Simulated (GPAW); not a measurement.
# Work function of 2H-NbTe2 monolayer at several levels

How far do functional and basis move the work function of 2H-NbTe2 monolayer?

Main program and level: GPAW 26.7.0; GPAW, PAW setups; layer in a repeated cell with vacuum, relaxation of atoms and in-plane cell, in the first sound run; inputs show where later runs differ.

## (1) Starting point

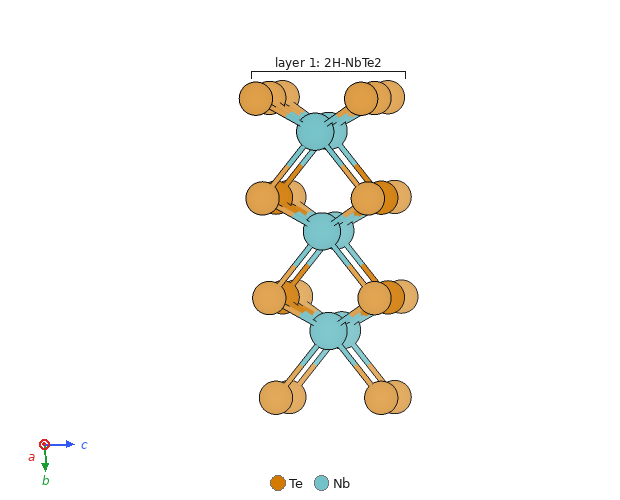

The starting structure, seen from the side, with the c axis across the page (tellurium orange, niobium teal). 1×2×1 cells are drawn. Some periodic images of atoms are drawn too.

The cell holds 3 atoms: 2 Te and 1 Nb. Its edges and angles: a = 3.901 Å, b = 3.901 Å, c = 17.577 Å, α = 90.0°, β = 90.0°, γ = 120.0°. Vacuum lies along c.

## (2) Relaxing the atoms

Forces are removed first; all later runs use this geometry.

File run.py:

```python
import json
import numpy as np
from ase import Atoms
from ase.filters import FrechetCellFilter
from ase.optimize import BFGS
from gpaw import GPAW, PW

slab = Atoms(
    ['Te', 'Nb', 'Te'],
    positions=[
        [-0.00000, 2.25216, 7.00000],
        [0.00000, 0.00000, 8.78861],
        [-0.00000, 2.25216, 10.57722]],
    cell=[[3.90086, 0.0, 0.0], [-1.95043, 3.37825, 0.0], [0.0, 0.0, 17.5772]],
    pbc=[True, True, True])

slab.calc = GPAW(mode=PW(600), xc='PBE', kpts={'size': (9, 9, 1), 'gamma': True},
                 occupations={'name': 'fermi-dirac', 'width': 0.05}, nbands='160%',
                 convergence={'density': 1e-05}, maxiter=200,
                 symmetry={'tolerance': 1e-3}, txt='slab.txt')
result = {}
# The in-plane cell is free; stress needs a cell that repeats along all three vectors
path = []
opt = BFGS(FrechetCellFilter(slab, mask=[1, 1, 0, 0, 0, 1]), maxstep=0.2)
opt.attach(lambda: path.append((slab.get_potential_energy(), slab.positions.tolist(), slab.get_forces().tolist())))
result['relaxed'] = bool(opt.run(fmax=0.02, steps=45))
result['path'] = path
result['cell'] = slab.cell.tolist()
print('in-plane lattice', slab.cell.cellpar().round(4)[[0, 1, 5]])
energy = slab.get_potential_energy()
fermi = slab.calc.get_fermi_level()
v = slab.calc.get_electrostatic_potential().mean((0, 1)) - fermi
n = slab.calc.get_pseudo_density().mean((0, 1))
L = slab.cell[2, 2]
z = np.arange(len(v)) * L / len(v)
low, high = slab.positions[:, 2].min(), slab.positions[:, 2].max()
below, above = np.interp([low - 4.8, high + 4.8], z, v)
slopes = [np.interp(x, z, np.gradient(v, z)) for x in (low - 4.8, high + 4.8)]
eps = np.array([[slab.calc.get_eigenvalues(k, s) for k in range(len(slab.calc.get_ibz_k_points()))]
                for s in range(slab.calc.get_number_of_spins())]) - fermi
top, bottom = eps[eps < 0].max(), eps[eps > 0].min()
dipole = slab.get_dipole_moment()[2]
print(f'energy {energy:.4f} eV, Fermi level {fermi:.4f} eV, dipole {dipole:.5f} e A')
print(f'potential 4.8 A off the faces, from the Fermi level: lower {below:.4f} eV, upper {above:.4f} eV')
print(f'slope of the potential there: lower {slopes[0]:.5f}, upper {slopes[1]:.5f} eV/A')
print(f'nearest levels on the mesh: {top:.4f} and {bottom:.4f} eV')
print('magnetic moment', round(slab.get_magnetic_moment(), 3))
result.update(energy=energy, fermi=fermi, dipole=dipole, below=below, above=above, slopes=slopes, edges=[top, bottom],
              z=z.tolist(), v=v.tolist(), n=n.tolist(), positions=slab.positions.tolist(),
              forces=slab.get_forces(apply_constraint=False).tolist(), moments=slab.get_magnetic_moments().tolist())
json.dump(result, open('result.json', 'w'))
```

Run with:

```console
OMP_NUM_THREADS=1 OPENBLAS_NUM_THREADS=1 python run.py
```

What it wrote:

```text
Step          Energy          fmax
BFGS:    0      -17.881546        1.232349
BFGS:    1      -17.923616        1.077030
BFGS:    2      -18.041018        0.616742
BFGS:    3      -18.050034        0.483647
BFGS:    4      -18.073912        0.179128
BFGS:    5      -18.082394        0.105209
BFGS:    6      -18.083655        0.024576
BFGS:    7      -18.083711        0.004050
in-plane lattice [  3.6813   3.6813 119.9999]
energy -18.0685 eV, Fermi level -0.2483 eV, dipole -0.00026 e A
potential 4.8 A off the faces, from the Fermi level: lower 5.0253 eV, upper 5.0244 eV
slope of the potential there: lower 0.00005, upper 0.00037 eV/A
nearest levels on the mesh: -0.0264 and 0.0339 eV
magnetic moment 0.0
```

The job ended after 2.8 min (1 thread of Intel Xeon Platinum 8488C (Sapphire Rapids), shared host; peak memory 0.31 GiB).

Numbers from this step:

```
dipole along the normal                    : -2.58e-4 e·Å
levels nearest the Fermi level on the mesh : -0.02640, 0.03390 eV from the Fermi level
```

Electrostatic potential energy of an electron (without an applied field's), less the Fermi level, planar mean against z:

| z (Å) | electrostatic potential energy of an electron (without an applied field's), less the Fermi level, planar mean (eV) |
| --- | --- |
| 0 | 5.02 |
| 1 | 5.03 |
| 2 | 5.03 |
| 3 | 5.02 |
| 4 | 5.01 |
| 5 | 4.77 |
| 6 | 0.832 |
| 7 | -18.2 |
| 8 | -3.96 |
| 9 | -14.0 |
| 10 | -6.12 |
| 11 | -11.4 |
| 12 | 3.71 |
| 13 | 4.95 |
| 14 | 5.02 |
| 15 | 5.02 |
| 16 | 5.02 |
| 17 | 5.02 |

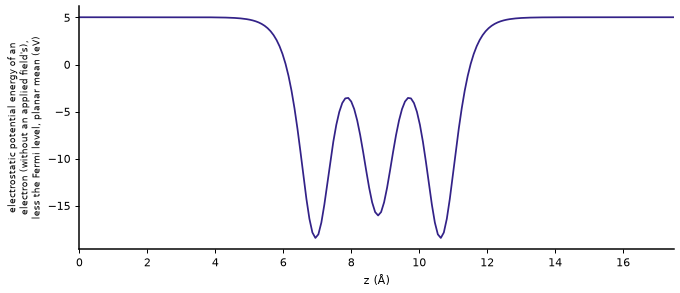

Electrostatic potential energy of an electron (without an applied field's), less the Fermi level, planar mean against z.

The pseudo valence density, planar mean oscillates, so the rows of the table below give means over windows of 1 Å about each position, cut where the curve ends. Its maxima inside the range that stand out by 2 % of the span (Å: e/Å³): 6.5: 0.271, 8.8: 1.03, 11.1: 0.271. Its minima: 6.9: 0.113, 10.7: 0.113.

The pseudo valence density, planar mean by z; means over each step:

```csv
z (Å),"pseudo valence density, planar mean (e/Å³)"
3,5.7e-5
4,9.6e-4
5,0.0160
6,0.161
7,0.209
8,0.418
9,0.745
10,0.303
11,0.200
12,0.0721
13,0.00481
14,2.9e-4
15,1.8e-5
```

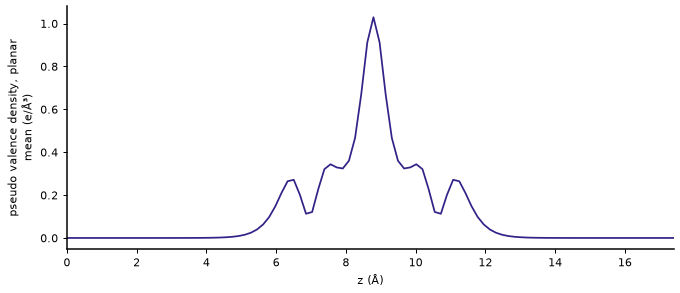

Pseudo valence density, planar mean, plotted against z.

The relaxation lowered the energy of the cell by 0.201 eV (energies extrapolated to zero smearing; the optimiser's log prints free energies). The largest force left on a free atom is 0.0041 eV/Å.

## (3) The slab's potential

The work function is the vacuum plateau of the electrostatic potential less the Fermi level; a dipole layer lets the two faces have plateaus of their own.

This step: GPAW, PAW setups; slab in vacuum (GPAW 26.7.0).

The cell differs from the one that the last finished run ended in (c 17.577 → 17.683 Å).

run.py, as its differences from that of step 2:

```diff
@@ -3,4 +3,2 @@
 from ase import Atoms
-from ase.filters import FrechetCellFilter
-from ase.optimize import BFGS
 from gpaw import GPAW, PW
@@ -10,21 +8,14 @@
     positions=[
-        [-0.00000, 2.25216, 7.00000],
-        [0.00000, 0.00000, 8.78861],
-        [-0.00000, 2.25216, 10.57722]],
-    cell=[[3.90086, 0.0, 0.0], [-1.95043, 3.37825, 0.0], [0.0, 0.0, 17.5772]],
-    pbc=[True, True, True])
+        [-0.00000, 2.12539, 7.00000],
+        [-0.00000, -0.00000, 8.84159],
+        [-0.00000, 2.12539, 10.68319]],
+    cell=[[3.68128, 0.0, 0.0], [-1.84064, 3.18809, 0.0], [0.0, 0.0, 17.6832]],
+    pbc=[True, True, False])
 
-slab.calc = GPAW(mode=PW(600), xc='PBE', kpts={'size': (9, 9, 1), 'gamma': True},
+slab.calc = GPAW(mode=PW(400), xc='PBE', kpts={'size': (9, 9, 1), 'gamma': True},
                  occupations={'name': 'fermi-dirac', 'width': 0.05}, nbands='160%',
                  convergence={'density': 1e-05}, maxiter=200,
+                 poissonsolver={'dipolelayer': 'xy'},
                  symmetry={'tolerance': 1e-3}, txt='slab.txt')
 result = {}
-# The in-plane cell is free; stress needs a cell that repeats along all three vectors
-path = []
-opt = BFGS(FrechetCellFilter(slab, mask=[1, 1, 0, 0, 0, 1]), maxstep=0.2)
-opt.attach(lambda: path.append((slab.get_potential_energy(), slab.positions.tolist(), slab.get_forces().tolist())))
-result['relaxed'] = bool(opt.run(fmax=0.02, steps=45))
-result['path'] = path
-result['cell'] = slab.cell.tolist()
-print('in-plane lattice', slab.cell.cellpar().round(4)[[0, 1, 5]])
 energy = slab.get_potential_energy()
```

What it wrote:

```text
energy -18.0328 eV, Fermi level -0.2761 eV, dipole -0.00066 e A
potential 4.8 A off the faces, from the Fermi level: lower 5.0232 eV, upper 5.0257 eV
slope of the potential there: lower -0.00017, upper 0.00017 eV/A
nearest levels on the mesh: -0.0264 and 0.0339 eV
magnetic moment 0.0
```

The job ended after 14 s (1 thread; peak memory 0.19 GiB).

Numbers from this step:

| Quantity | Value |
| --- | --- |
| dipole along the normal | -6.65e-4 e·Å |
| levels nearest the Fermi level on the mesh | -0.02635, 0.03385 eV from the Fermi level |
| upper work function | 5.026 eV |
| lower work function | 5.023 eV |

Electrostatic potential energy of an electron (without an applied field's), less the Fermi level, planar mean against z:

| z (Å) | electrostatic potential energy of an electron (without an applied field's), less the Fermi level, planar mean (eV) |
| --- | --- |
| 0 | 5.02 |
| 1 | 5.02 |
| 2 | 5.02 |
| 3 | 5.02 |
| 4 | 5.01 |
| 5 | 4.80 |
| 6 | 1.41 |
| 7 | -18.3 |
| 8 | -3.66 |
| 9 | -14.8 |
| 10 | -5.25 |
| 11 | -12.9 |
| 12 | 3.51 |
| 13 | 4.93 |
| 14 | 5.02 |
| 15 | 5.03 |
| 16 | 5.03 |
| 17 | 5.03 |

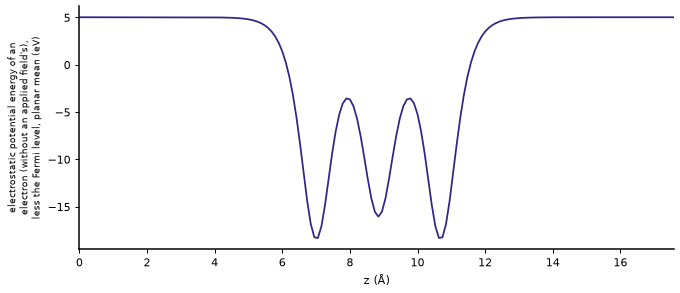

Electrostatic potential energy of an electron (without an applied field's), less the Fermi level, planar mean against z.

The pseudo valence density, planar mean oscillates, so the rows of the table below give means over windows of 2 Å about each position, cut where the curve ends. Its maxima inside the range that stand out by 2 % of the span (Å: e/Å³): 6.5: 0.276, 8.8: 1.03, 11.2: 0.276. Its minima: 6.9: 0.103, 10.7: 0.103.

Table of pseudo valence density, planar mean by z; means over each step:

```
z (Å)  pseudo valence density, planar mean (e/Å³)
    2                                      6.8e-6
    4                                     0.00181
    6                                       0.128
    8                                       0.478
   10                                       0.353
   12                                       0.104
   14                                      7.5e-4
   16                                      2.9e-6
```

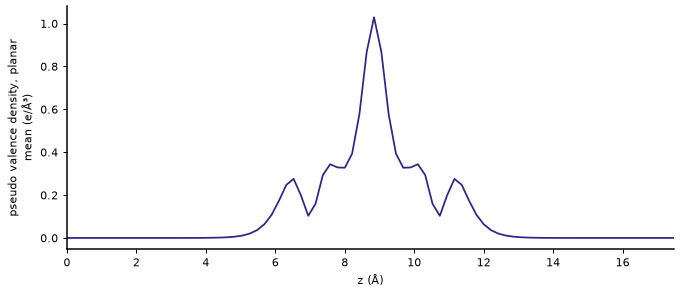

Pseudo valence density, planar mean against z.

The potential is flat to 1.7e-4 eV/Å where it is read, so the vacuum is wide enough.

## (4) Self-consistent run: xc = "vdW-DF2"

The same geometry under vdW-DF2, to see how far the functional moves the levels against the vacuum (the van der Waals functionals take revPBE setups).

run.py, as its differences from that of step 3:

```diff
@@ -14,3 +14,3 @@
 
-slab.calc = GPAW(mode=PW(400), xc='PBE', kpts={'size': (9, 9, 1), 'gamma': True},
+slab.calc = GPAW(mode=PW(400), xc='vdW-DF2', kpts={'size': (9, 9, 1), 'gamma': True},
                  occupations={'name': 'fermi-dirac', 'width': 0.05}, nbands='160%',
```

What it wrote:

```text
energy -303.6578 eV, Fermi level -0.4082 eV, dipole -0.00066 e A
potential 4.8 A off the faces, from the Fermi level: lower 5.3233 eV, upper 5.3257 eV
slope of the potential there: lower -0.00065, upper 0.00065 eV/A
nearest levels on the mesh: -0.0349 and 0.0110 eV
magnetic moment 0.0
```

The job ended after 23 s (1 thread; peak memory 0.33 GiB).

Numbers from this step:

```yaml
dipole_along_the_normal: -6.63e-4 e·Å
levels_nearest_the_fermi_level_on_the_mesh: -0.03488, 0.01104 eV from the Fermi level
upper_work_function: 5.326 eV
lower_work_function: 5.323 eV
```

The electrostatic potential energy of an electron (without an applied field's), less the Fermi level, planar mean by z:

```
z (Å)  electrostatic potential energy of an electron (without an applied field's), less the Fermi level, planar mean (eV)
    0                                                                                                                5.32
    1                                                                                                                5.32
    2                                                                                                                5.32
    3                                                                                                                5.32
    4                                                                                                                5.30
    5                                                                                                                5.05
    6                                                                                                                1.45
    7                                                                                                               -18.4
    8                                                                                                               -3.91
    9                                                                                                               -15.1
   10                                                                                                               -5.48
   11                                                                                                               -13.0
   12                                                                                                                3.64
   13                                                                                                                5.21
   14                                                                                                                5.32
   15                                                                                                                5.33
   16                                                                                                                5.33
   17                                                                                                                5.33
```

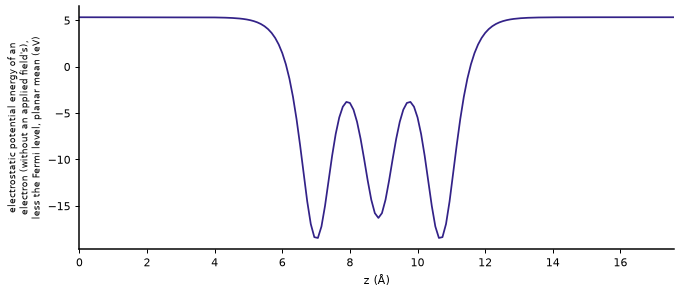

Electrostatic potential energy of an electron (without an applied field's), less the Fermi level, planar mean, plotted against z.

The pseudo valence density, planar mean oscillates, so the rows of the table below give means over windows of 1 Å about each position, cut where the curve ends. Its maxima inside the range that stand out by 2 % of the span (Å: e/Å³): 6.5: 0.275, 8.8: 1.03, 11.2: 0.275. Its minima: 6.9: 0.103, 10.7: 0.103.

Pseudo valence density, planar mean against z; means over each step:

| z (Å) | pseudo valence density, planar mean (e/Å³) |
| --- | --- |
| 3 | 7.3e-5 |
| 4 | 0.00106 |
| 5 | 0.0148 |
| 6 | 0.150 |
| 7 | 0.206 |
| 8 | 0.400 |
| 9 | 0.758 |
| 10 | 0.314 |
| 11 | 0.198 |
| 12 | 0.0825 |
| 13 | 0.00650 |
| 14 | 4.4e-4 |
| 15 | 3.2e-5 |

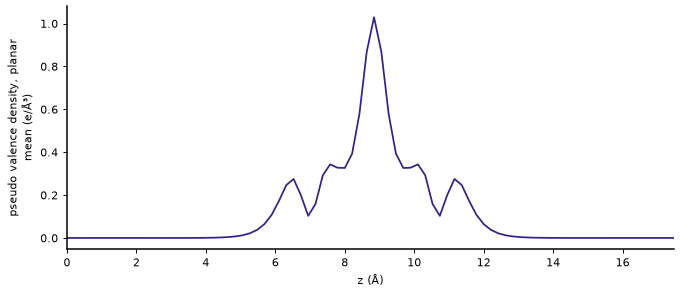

Pseudo valence density, planar mean, plotted against z.

Force by atom:

```
atom  x (eV/Å)  y (eV/Å)  z (eV/Å)   size
 Te1     0.000     0.000    -0.795  0.795
 Nb2     0.000     0.000     0.000  0.000
 Te3     0.000     0.000     0.795  0.795
```

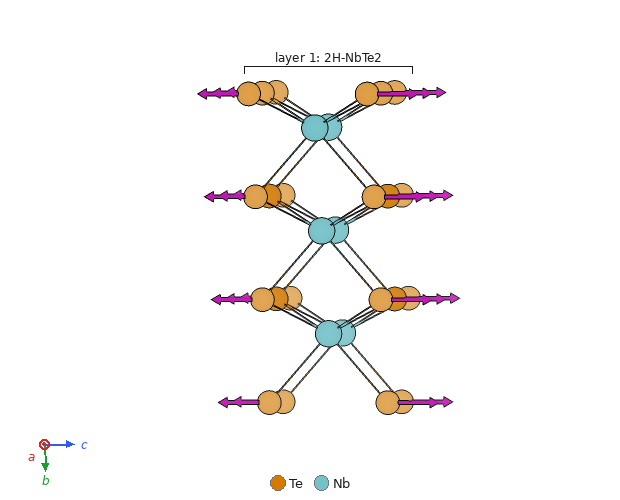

Force as arrows, the longest 0.795 eV/Å. 1×2×1 cells are drawn. Some periodic images of atoms are drawn too.

The upper face's work function is 5.326 eV, against 5.026 eV in the first plane-wave PBE run at this geometry.

## (5) Self-consistent run: xc = "LDA"

The same geometry under LDA, to see how far the functional moves the levels against the vacuum.

run.py, as its differences from that of step 4:

```diff
@@ -14,3 +14,3 @@
 
-slab.calc = GPAW(mode=PW(400), xc='vdW-DF2', kpts={'size': (9, 9, 1), 'gamma': True},
+slab.calc = GPAW(mode=PW(400), xc='LDA', kpts={'size': (9, 9, 1), 'gamma': True},
                  occupations={'name': 'fermi-dirac', 'width': 0.05}, nbands='160%',
```

What it wrote:

```text
energy -20.2429 eV, Fermi level -0.5631 eV, dipole -0.00067 e A
potential 4.8 A off the faces, from the Fermi level: lower 5.2983 eV, upper 5.3008 eV
slope of the potential there: lower -0.00012, upper 0.00012 eV/A
nearest levels on the mesh: -0.0246 and 0.0287 eV
magnetic moment 0.0
```

Run time: 13 s. Hardware: 1 thread; peak memory 0.18 GiB.

Numbers from this step:

* dipole along the normal: -6.74e-4 e·Å
* levels nearest the Fermi level on the mesh: -0.02461, 0.02866 eV from the Fermi level
* upper work function: 5.301 eV
* lower work function: 5.298 eV

The upper face's work function is 5.301 eV, against 5.026 eV in the first plane-wave PBE run at this geometry.

## (6) Self-consistent run: xc = "revPBE"

The same geometry under revPBE, to see how far the functional moves the levels against the vacuum.

run.py, as its differences from that of step 5:

```diff
@@ -14,3 +14,3 @@
 
-slab.calc = GPAW(mode=PW(400), xc='LDA', kpts={'size': (9, 9, 1), 'gamma': True},
+slab.calc = GPAW(mode=PW(400), xc='revPBE', kpts={'size': (9, 9, 1), 'gamma': True},
                  occupations={'name': 'fermi-dirac', 'width': 0.05}, nbands='160%',
```

What it wrote:

```text
energy -17.0796 eV, Fermi level -0.1863 eV, dipole -0.00066 e A
potential 4.8 A off the faces, from the Fermi level: lower 4.9212 eV, upper 4.9237 eV
slope of the potential there: lower -0.00019, upper 0.00019 eV/A
nearest levels on the mesh: -0.0264 and 0.0355 eV
magnetic moment 0.0
```

It took 14 s on 1 thread; peak memory 0.19 GiB.

Numbers from this step:

```yaml
dipole_along_the_normal: -6.63e-4 e·Å
levels_nearest_the_fermi_level_on_the_mesh: -0.02641, 0.03550 eV from the Fermi level
upper_work_function: 4.924 eV
lower_work_function: 4.921 eV
```

The upper face's work function is 4.924 eV, against 5.026 eV in the first plane-wave PBE run at this geometry.

(Continued in part 2 of 2.)

[Logs are printed without paths, hosts, clocks, repeated set-up lines and the standing remarks that a program may print on its own settings, such as how far it seeks lower states.]

[Hosts, paths, dates, database ids (printed as entryN), source tags and the programs' standing remarks are cut or masked in the printed files.]
